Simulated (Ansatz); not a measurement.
```xyz
7

C    -1.9896    1.2808   -0.5309
C    -2.3421    0.0911    0.0506
Zn   -2.4537   -1.2261   -1.7029
H    -0.9386    1.5575   -0.6742
H    -2.7466    1.9905   -0.8844
H    -1.5782   -0.5204    0.5559
H    -3.3882   -0.0870    0.3455
```

Geometry: r2SCAN-D4/def2-SVP.

Method: isolated molecule in a Gaussian basis; Kohn-Sham density functional theory, functional PBE0 in Ansatz 0.2.0.

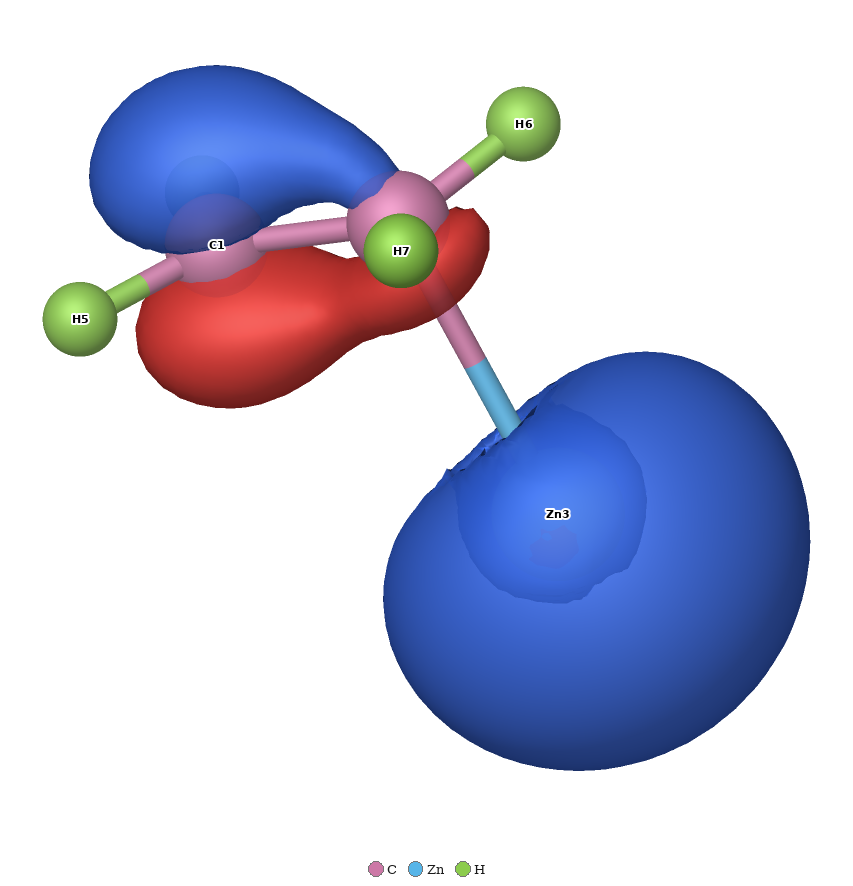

C2H4Zn (SMILES [CH2+][CH2][Zn]) (charge +1, doublet). The HOMO (α) at ±0.15 Å⁻³ᐟ² (blue and red are the two phases), seen at a tilt.

What is the character of this orbital?

By Hirshfeld shares it lies mainly on Zn3 (about 70 %), C1 (about 15 %) and C2 (about 5 %). Its energy is −11.92 eV.
